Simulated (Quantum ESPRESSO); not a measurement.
# PbF2 (Fluorocronite): zone-centre phonons, part 2 of 4

Which modes does PbF2 (Fluorocronite) have at the zone centre?

Quantum ESPRESSO 7.5; DFT LDA, scalar-relativistic, plane waves, PseudoDojo norm-conserving pseudopotentials.

So far. Step 2 (A first look): A gap of 4.3 eV opens on this mesh, so the crystal is taken as an insulator; the start stands at -4.5 GPa. Step 4 (Self-consistent run for the response): The cell stands at -0.0030 GPa, close enough for phonons.

The database entry behind the starting cell differs from later determinations by our own check (0.1 to 0.3 % short, probably kX units), so it need not match the best structure at ambient conditions.

## Step 5: Zone-centre response

At q = 0 one unit cell holds all displacements; symmetry groups them into irreducible representations that are solved one by one. The response to a field gives ε∞ and the Born charges, which polar modes need.

File ph.in:

```
phonons
 &inputph
    prefix='x',
    outdir='./tmp',
    fildyn='g.dyn',
    tr2_ph=1.0d-18,
    epsil=.true.,
 /
0.000000000000 0.000000000000 0.000000000000
```

Run with:

```bash
> OMP_NUM_THREADS=1 mpirun -n 4 ph.x -nk 4 -in ph.in > ph.out
```

What it wrote:

```text
[banners, grids, parts of the stress and lines that vanish by symmetry left out]
[banner, memory and clock lines left out]
Program PHONON v.7.5

     ./tmp/x.save/

     IMPORTANT: XC functional enforced from input :
     Exchange-correlation= PW
                           (   1   4   0   0   0   0   0)
     Any further DFT definition will be discarded
     Please, verify this is what you really want

     G-vector sticks info

     Reading collected, re-writing distributed wavefunctions in ./tmp/

     Number and degeneracy of irreps per q-point
       N         xq(1)         xq(2)         xq(3)   N irreps
       1   0.000000000   0.000000000   0.000000000       3
        3   3   3

     Calculation of q =    0.0000000   0.0000000   0.0000000

     phonons

     bravais-lattice index     =            2
     lattice parameter (alat)  =      10.9814  a.u.
     unit-cell volume          =     331.0683 (a.u.)^3
     number of atoms/cell      =            3
     number of atomic types    =            2
     kinetic-energy cut-off    =      92.0000  Ry
     charge density cut-off    =     368.0000  Ry
     convergence threshold     =      1.0E-18
     beta                      =       0.7000
     number of iterations used =            4
     Exchange-correlation= PW
                           (   1   4   0   0   0   0   0)

     celldm(1)=   10.98144  celldm(2)=    0.00000  celldm(3)=    0.00000
     celldm(4)=    0.00000  celldm(5)=    0.00000  celldm(6)=    0.00000

     crystal axes: (cart. coord. in units of alat)
               a(1) = ( -0.5000  0.0000  0.5000 )
               a(2) = (  0.0000  0.5000  0.5000 )
               a(3) = ( -0.5000  0.5000  0.0000 )

     reciprocal axes: (cart. coord. in units 2 pi/alat)
               b(1) = ( -1.0000 -1.0000  1.0000 )
               b(2) = (  1.0000  1.0000  1.0000 )
               b(3) = ( -1.0000  1.0000 -1.0000 )

     Atoms inside the unit cell:

     Cartesian axes

     site n.  atom      mass           positions (alat units)
        1  Pb    207.2000   tau(    1) = (    0.00000    0.00000    0.00000  )
        2  F      18.9984   tau(    2) = (   -0.75000    0.75000    0.75000  )
        3  F      18.9984   tau(    3) = (   -0.25000    0.25000    0.25000  )

     Computing dynamical matrix for
                    q = (   0.0000000   0.0000000   0.0000000 )

     49 Sym.Ops. (with q -> -q+G )

     G cutoff = 1124.1040  (  39597 G-vectors)     FFT grid: ( 48, 48, 48)
     number of k points=    29
                       cart. coord. in units 2pi/alat
        k(    1) = (   0.0000000   0.0000000   0.0000000), wk =   0.0039062
        k(    2) = (  -0.1250000   0.1250000  -0.1250000), wk =   0.0312500
        k(    3) = (  -0.2500000   0.2500000  -0.2500000), wk =   0.0312500
        [... further k-points left out ...]

     PseudoPot. # 1 for Pb read from file:
     ./pseudo/Pb.upf
     Pseudo is Norm-conserving + core correction, Zval = 14.0
     Using radial grid of 1638 points,  6 beta functions with:
                l(1) =   0
                l(2) =   0
                l(3) =   1
                l(4) =   1
                l(5) =   2
                l(6) =   2

     PseudoPot. # 2 for F  read from file:
     ./pseudo/F.upf
     Pseudo is Norm-conserving + core correction, Zval =  7.0
     Using radial grid of  824 points,  5 beta functions with:
                l(1) =   0
                l(2) =   0
                l(3) =   1
                l(4) =   1
                l(5) =   2

     Mode symmetry, O_h (m-3m)  point group:

     Electric field:
     Dielectric constant
     Born effective charges as d Force / d E

     Atomic displacements:
     There are    3 irreducible representations

     Representation     1      3 modes -  To be done

     Representation     2      3 modes -  To be done

     Representation     3      3 modes -  To be done

     Alpha used in Ewald sum =   2.8000

     Electric Fields Calculation

      iter #   1   av.it.:   7.4
      thresh= 1.000E-02 alpha_mix =  0.700 |ddv_scf|^2 =  1.062E-07

      iter #   2   av.it.:  14.0
      thresh= 3.259E-05 alpha_mix =  0.700 |ddv_scf|^2 =  6.183E-08

      iter #   3   av.it.:  13.3
      thresh= 2.486E-05 alpha_mix =  0.700 |ddv_scf|^2 =  7.490E-11

      iter #   4   av.it.:  14.1
      thresh= 8.654E-07 alpha_mix =  0.700 |ddv_scf|^2 =  6.014E-13

      iter #   5   av.it.:  13.8
      thresh= 7.755E-08 alpha_mix =  0.700 |ddv_scf|^2 =  2.910E-14

      iter #   6   av.it.:  13.8
      thresh= 1.706E-08 alpha_mix =  0.700 |ddv_scf|^2 =  6.255E-17

      iter #   7   av.it.:  14.1
      thresh= 7.909E-10 alpha_mix =  0.700 |ddv_scf|^2 =  1.537E-18

      iter #   8   av.it.:  14.4
      thresh= 1.240E-10 alpha_mix =  0.700 |ddv_scf|^2 =  1.090E-20

     End of electric fields calculation

          Dielectric constant in cartesian axis

          (       3.444124003       0.000000000       0.000000000 )
          (       0.000000000       3.444124003      -0.000000000 )
          (       0.000000000      -0.000000000       3.444124003 )

          Effective charges (d Force / dE) in cartesian axis without acoustic sum rule applied (asr)

           atom    1  Pb    Mean Z*:        3.22650
      Ex  (        3.22650        0.00000        0.00000 )
      Ey  (        0.00000        3.22650       -0.00000 )
      Ez  (        0.00000       -0.00000        3.22650 )
           atom    2  F     Mean Z*:       -1.61312
      Ex  (       -1.61312       -0.00000        0.00000 )
      Ey  (       -0.00000       -1.61312       -0.00000 )
      Ez  (        0.00000       -0.00000       -1.61312 )
           atom    3  F     Mean Z*:       -1.61312
      Ex  (       -1.61312        0.00000        0.00000 )
      Ey  (        0.00000       -1.61312        0.00000 )
      Ez  (        0.00000        0.00000       -1.61312 )

          Effective charges Sum: Mean:        0.00026
              0.00026        0.00000        0.00000
              0.00000        0.00026       -0.00000
              0.00000       -0.00000        0.00026

          Effective charges (d Force / dE) in cartesian axis with asr applied:
           atom    1  Pb    Mean Z*:        3.22641
      E*x (        3.22641        0.00000        0.00000 )
      E*y (        0.00000        3.22641       -0.00000 )
      E*z (        0.00000       -0.00000        3.22641 )
           atom    2  F     Mean Z*:       -1.61320
      E*x (       -1.61320       -0.00000       -0.00000 )
      E*y (       -0.00000       -1.61320       -0.00000 )
      E*z (       -0.00000       -0.00000       -1.61320 )
           atom    3  F     Mean Z*:       -1.61320
      E*x (       -1.61320        0.00000        0.00000 )
      E*y (        0.00000       -1.61320        0.00000 )
      E*z (        0.00000        0.00000       -1.61320 )

     Representation #   1 modes #   1   2   3

     Self-consistent Calculation

      iter #   1   av.it.:   7.8
      thresh= 1.000E-02 alpha_mix =  0.700 |ddv_scf|^2 =  6.432E-07

      iter #   2   av.it.:  13.8
      thresh= 8.020E-05 alpha_mix =  0.700 |ddv_scf|^2 =  7.997E-09

      iter #   3   av.it.:  13.9
      thresh= 8.942E-06 alpha_mix =  0.700 |ddv_scf|^2 =  2.775E-11

      iter #   4   av.it.:  14.4
      thresh= 5.268E-07 alpha_mix =  0.700 |ddv_scf|^2 =  1.105E-13

      iter #   5   av.it.:  14.3
      thresh= 3.325E-08 alpha_mix =  0.700 |ddv_scf|^2 =  5.903E-16

      iter #   6   av.it.:  14.2
      thresh= 2.430E-09 alpha_mix =  0.700 |ddv_scf|^2 =  9.172E-18

[...]
End of self-consistent calculation

     Convergence has been achieved

     Representation #   2 modes #   4   5   6

     Self-consistent Calculation

[...]
End of self-consistent calculation

     Convergence has been achieved

     Representation #   3 modes #   7   8   9

     Self-consistent Calculation

      iter #   1   av.it.:   8.5
      thresh= 1.000E-02 alpha_mix =  0.700 |ddv_scf|^2 =  1.646E-06

      iter #   2   av.it.:  14.4
      thresh= 1.283E-04 alpha_mix =  0.700 |ddv_scf|^2 =  9.845E-07

      iter #   3   av.it.:  13.5
      thresh= 9.922E-05 alpha_mix =  0.700 |ddv_scf|^2 =  5.308E-10

      iter #   4   av.it.:  13.9
      thresh= 2.304E-06 alpha_mix =  0.700 |ddv_scf|^2 =  7.833E-12

      iter #   5   av.it.:  13.9
      thresh= 2.799E-07 alpha_mix =  0.700 |ddv_scf|^2 =  5.565E-14

      iter #   6   av.it.:  14.1
      thresh= 2.359E-08 alpha_mix =  0.700 |ddv_scf|^2 =  2.680E-16

      iter #   7   av.it.:  13.7
      thresh= 1.637E-09 alpha_mix =  0.700 |ddv_scf|^2 =  8.768E-19

     End of self-consistent calculation

     Convergence has been achieved

     Number of q in the star =    1
     List of q in the star:
          1   0.000000000   0.000000000   0.000000000

          Dielectric constant in cartesian axis

          (       3.444124003       0.000000000       0.000000000 )
          (       0.000000000       3.444124003      -0.000000000 )
          (       0.000000000      -0.000000000       3.444124003 )

          Effective charges (d Force / dE) in cartesian axis without acoustic sum rule applied (asr)

           atom    1  Pb    Mean Z*:        3.22650
      Ex  (        3.22650        0.00000        0.00000 )
      Ey  (        0.00000        3.22650       -0.00000 )
      Ez  (        0.00000       -0.00000        3.22650 )
           atom    2  F     Mean Z*:       -1.61312
      Ex  (       -1.61312       -0.00000        0.00000 )
      Ey  (       -0.00000       -1.61312       -0.00000 )
      Ez  (        0.00000       -0.00000       -1.61312 )
           atom    3  F     Mean Z*:       -1.61312
      Ex  (       -1.61312        0.00000        0.00000 )
      Ey  (        0.00000       -1.61312        0.00000 )
      Ez  (        0.00000        0.00000       -1.61312 )

          Effective charges Sum: Mean:        0.00026
              0.00026        0.00000        0.00000
              0.00000        0.00026       -0.00000
              0.00000       -0.00000        0.00026

          Effective charges (d Force / dE) in cartesian axis with asr applied:
           atom    1  Pb    Mean Z*:        3.22641
      E*x (        3.22641        0.00000        0.00000 )
      E*y (        0.00000        3.22641       -0.00000 )
      E*z (        0.00000       -0.00000        3.22641 )
           atom    2  F     Mean Z*:       -1.61320
      E*x (       -1.61320       -0.00000       -0.00000 )
      E*y (       -0.00000       -1.61320       -0.00000 )
      E*z (       -0.00000       -0.00000       -1.61320 )
           atom    3  F     Mean Z*:       -1.61320
      E*x (       -1.61320        0.00000        0.00000 )
      E*y (        0.00000       -1.61320        0.00000 )
      E*z (        0.00000        0.00000       -1.61320 )

     Diagonalizing the dynamical matrix

     q = (    0.000000000   0.000000000   0.000000000 )

 **************************************************************************
     freq (    1) =       0.013220 [THz] =       0.440983 [cm-1]
     freq (    2) =       0.013220 [THz] =       0.440983 [cm-1]
     freq (    3) =       0.013220 [THz] =       0.440983 [cm-1]
     freq (    4) =       3.933849 [THz] =     131.219084 [cm-1]
     freq (    5) =       3.933849 [THz] =     131.219084 [cm-1]
     freq (    6) =       3.933849 [THz] =     131.219084 [cm-1]
     freq (    7) =       7.847535 [THz] =     261.765601 [cm-1]
     freq (    8) =       7.847535 [THz] =     261.765601 [cm-1]
     freq (    9) =       7.847535 [THz] =     261.765601 [cm-1]
 **************************************************************************

     Mode symmetry, O_h (m-3m)  point group:

     freq (   1-   3) =          0.4  [cm-1]   --> T_1u G_15  G_4- I
     freq (   4-   6) =        131.2  [cm-1]   --> T_1u G_15  G_4- I
     freq (   7-   9) =        261.8  [cm-1]   --> T_2g G_25' G_5+ R
```

Wall time 6.3 min (4 MPI ranks of Intel Xeon Platinum 8259CL at 2.50GHz (Skylake/Cascade Lake), shared host); 25 min of CPU time.

Numbers from this step:

* miss of the charge sum rule: 2.60e-4 e
* largest acoustic frequency at the zone centre before the sum rule: 0.44 cm⁻¹
* highest optical zone-centre mode (no LO-TO term): 261.8 cm⁻¹
* lowest optical zone-centre mode: 131.2 cm⁻¹
* mean high-frequency dielectric constant: 3.444
* largest Born charge in size (third of the trace): 3.227 e

Born charge (rows field, columns displacement), before the sum rule (e), principal values of the symmetric part by kind of site:

```
atom  atoms with these values    low  middle   high   mean
 Pb1                        1   3.23    3.23   3.23   3.23
  F2                        2  -1.61   -1.61  -1.61  -1.61
```

In full for Pb1:

```
3.23 0.00 0.00
0.00 3.23 0.00
0.00 0.00 3.23
```

High-frequency dielectric tensor:

```
3.44 0.00 0.00
0.00 3.44 0.00
0.00 0.00 3.44
```

The acoustic modes at Γ come out as far as 0.4 cm⁻¹ from zero, where they should vanish, a small numerical error; the Born charges miss their sum rule by 2.6e-4 e, which is good.

## Step 6: Zone-centre analysis

A rigid shift of the crystal must cost nothing, but grids and finite bases break this; the acoustic sum rule is imposed before the matrix is diagonalised again. With Born charges the intensities follow, and the static dielectric tensor.

File dynmat.in:

```
 &input
    fildyn='g.dyn',
    asr='simple',
    fileig='dynmat.eig',
    lperm=.true.,
 /
```

Run with:

```bash
> dynmat.x -in dynmat.in > dynmat.out
```

What it wrote:

```text
[banner, memory and clock lines left out]
Program DYNMAT v.7.5

     Reading Dynamical Matrix from file g.dyn
     ...Force constants read
     ...epsilon and Z* read
     A direction for q was not specified:TO-LO splitting will be absent

     Polarizability (A^3 units)
     multiply by 0.551053 for Clausius-Mossotti correction
         9.541890    0.000000    0.000000
         0.000000    9.541890   -0.000000
         0.000000   -0.000000    9.541890

     IR activities are in (D/A)^2/amu units

# mode   [cm-1]    [THz]      IR
    1      0.00    0.0000    0.0000
    2      0.00    0.0000    0.0000
    3      0.00    0.0000    0.0000
    4    131.25    3.9349    7.4797
    5    131.25    3.9349    7.4797
    6    131.25    3.9349    7.4797
    7    261.79    7.8482    0.0000
    8    261.79    7.8482    0.0000
    9    261.79    7.8482    0.0000

Electronic dielectric permittivity tensor (relative, adimensional)
         3.444124    0.000000    0.000000
         0.000000    3.444124   -0.000000
         0.000000   -0.000000    3.444124

 ... with zone-center polar mode contributions
        22.319655   -0.000000   -0.000000
        -0.000000   22.319655   -0.000000
        -0.000000   -0.000000   22.319655

[end of the log left out, with the tail of the file of modes that dynmat.x writes under the same name]
```

Wall time 0.61 s (1 thread).

This step gave:

```yaml
mean_static_dielectric_constant: 22.32
```

Unit eigenvectors of the mass-weighted matrix after the sum rule; no LO-TO term. The modes at Γ (shares of kinetic energy by element, %):

```
mode  frequency (cm⁻¹)  symmetry  Pb %  F %
   1               0.0  acoustic    85   15
   2               0.0  acoustic    84   16
   3               0.0  acoustic    85   15
   4             131.2       T1u    15   85
   5             131.2       T1u    15   85
   6             131.2       T1u    15   85
   7             261.8       T2g     0  100
   8             261.8       T2g     0  100
   9             261.8       T2g     0  100
```

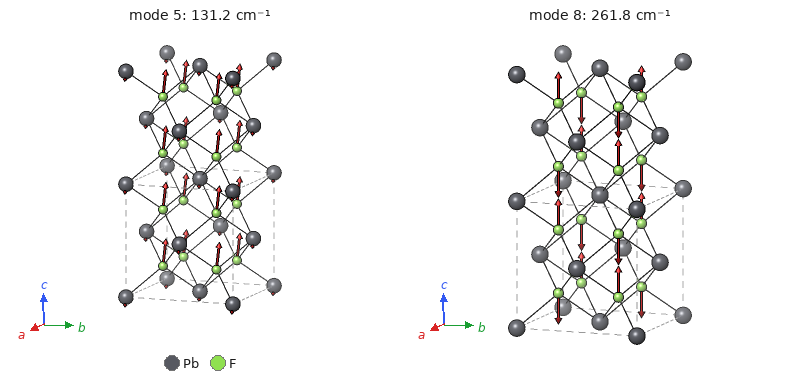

Displacement patterns of modes 5 and 8 at Γ; arrows are exaggerated. 1×1×2 conventional cells are drawn. Some periodic images of atoms are drawn too.

Degenerate modes summed, no LO-TO term. Lines of the infrared spectrum (strongest = 100):

```csv
position (cm⁻¹),lines merged,label,"IR intensity, relative"
131,3,T1u,100
262,3,T2g,0.0
```

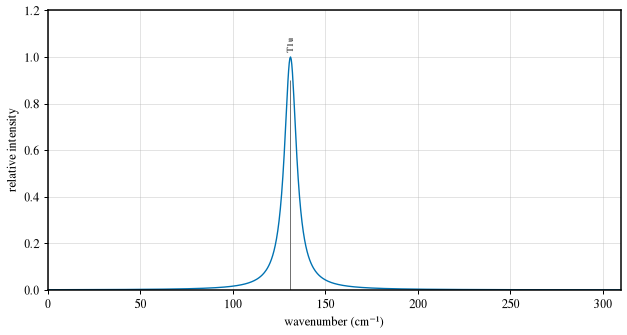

The infrared spectrum, broadened with Lorentzians of width 8 cm⁻¹; bars mark the lines.

Static dielectric tensor (ions relaxed, fixed cell):

```
22.32  0.00  0.00
 0.00 22.32  0.00
 0.00  0.00 22.32
```

The rule moves no optical mode by more than 0.1 cm⁻¹.

## Step 7: The LO-TO splitting (1 0 0)

A longitudinal polar mode sets up a macroscopic field that stiffens it; the term hangs on the direction from which q goes to zero.

File dynmat.in:

```
 &input
    fildyn='g.dyn',
    asr='simple',
    fileig='dynmat.eig',
    q(1)=1.0,
    q(2)=0.0,
    q(3)=0.0,
 /
```

Run with:

```bash
> dynmat.x -in dynmat.in > dynmat.out
```

What it wrote:

```text
[banner, memory and clock lines left out]
Program DYNMAT v.7.5

     Reading Dynamical Matrix from file g.dyn
     ...Force constants read
     ...epsilon and Z* read

     Polarizability (A^3 units)
     multiply by 0.551053 for Clausius-Mossotti correction
         9.541890    0.000000    0.000000
         0.000000    9.541890   -0.000000
         0.000000   -0.000000    9.541890

     IR activities are in (D/A)^2/amu units

# mode   [cm-1]    [THz]      IR
    1     -0.00   -0.0000    0.0000
    2      0.00    0.0000    0.0000
    3      0.00    0.0000    0.0000
    4    131.25    3.9349    7.4797
    5    131.25    3.9349    7.4797
    6    261.79    7.8482    0.0000
    7    261.79    7.8482    0.0000
    8    261.79    7.8482    0.0000
    9    334.13   10.0169    7.4797

[end of the log left out, with the tail of the file of modes that dynmat.x writes under the same name]
```

Run time: 0.6 s. Hardware: 1 thread.

Numbers from this step:

```
highest mode moved by the LO-TO term : 334.1 cm⁻¹
```

Zone-centre frequencies as printed; negative means imaginary. Modes:

| mode | frequency (cm⁻¹) |
| --- | --- |
| 1 | 0 |
| 2 | 0 |
| 3 | 0 |
| 4 | 131.2 |
| 5 | 131.2 |
| 6 | 261.8 |
| 7 | 261.8 |
| 8 | 261.8 |
| 9 | 334.1 |

The field moves one mode, from 131 to 334 cm⁻¹; the others stay.

## Step 8: Self-consistent run for the response, volume × 0.94

Bonds stiffen under compression, so frequencies follow the volume; the atoms are not relaxed anew.

File scf.in:

```
 &control
    calculation='scf',
    prefix='x',
    outdir='./tmp',
    pseudo_dir='./pseudo',
    tprnfor=.true.,
    tstress=.true.,
 /
 &system
    ibrav=2,
    celldm(1)=10.75726397,
    nat=3,
    ntyp=2,
    ecutwfc=92.0,
    occupations='fixed',
    nbnd=16,
 /
 &electrons
    conv_thr=1.0d-12,
    mixing_beta=0.7,
    electron_maxstep=100,
 /
ATOMIC_SPECIES
 Pb    207.2000  Pb.upf
 F      18.9984  F.upf
ATOMIC_POSITIONS crystal
 Pb     0.000000000   0.000000000   0.000000000
 F      0.750000000   0.750000000   0.750000000
 F      0.250000000   0.250000000   0.250000000
K_POINTS automatic
 8 8 8 0 0 0
```

Run with:

```bash
> OMP_NUM_THREADS=1 mpirun -n 4 pw.x -nk 4 -in scf.in > scf.out
```

What it wrote:

```text
[banners, grids, parts of the stress and lines that vanish by symmetry left out]
[banner, memory and clock lines left out]
Program PWSCF v.7.5

[...]
kinetic-energy cutoff     =      92.0000  Ry
     charge density cutoff     =     368.0000  Ry
     scf convergence threshold =      1.0E-12
[...]
Exchange-correlation= SLA  PW   NOGX NOGC
                           (   1   4   0   0   0   0   0)
[...]
48 Sym. Ops., with inversion, found
[...]
number of k points=    29
[...]
End of self-consistent calculation
[...]
highest occupied, lowest unoccupied level (ev):     6.8686   11.0890
!    total energy              =    -238.99746107 Ry
[...]
convergence has been achieved in  14 iterations
[...]
atom    1 type  1   force =     0.00000000    0.00000000   -0.00000000
     atom    2 type  2   force =     0.00000000   -0.00000000    0.00000000
     atom    3 type  2   force =    -0.00000000    0.00000000   -0.00000000
     Total force =     0.000000     Total SCF correction =     0.000000
[...]
total   stress  (Ry/bohr**3)                   (kbar)     P=       63.09
[...]
XML data file, charge density, pseudopotentials, collected wavefunctions
```

The job ended after 16 s (4 MPI ranks).

Read from the output:

| Property | Result |
| --- | --- |
| volume per atom | 15.37 Å³ |
| pressure | 6.309 GPa |
| gap on the k-mesh | 4.220 eV |

(Part 2 of 4 ends here.)

[Host names and launcher messages were left out of these logs when they were recorded.]

[Logs are printed without paths, hosts, clocks, repeated set-up lines and the standing remarks that a program may print on its own settings, such as how far it seeks lower states.]

[Hosts, paths, dates, database ids (printed as entryN), source tags and the programs' standing remarks are cut or masked in the printed files.]
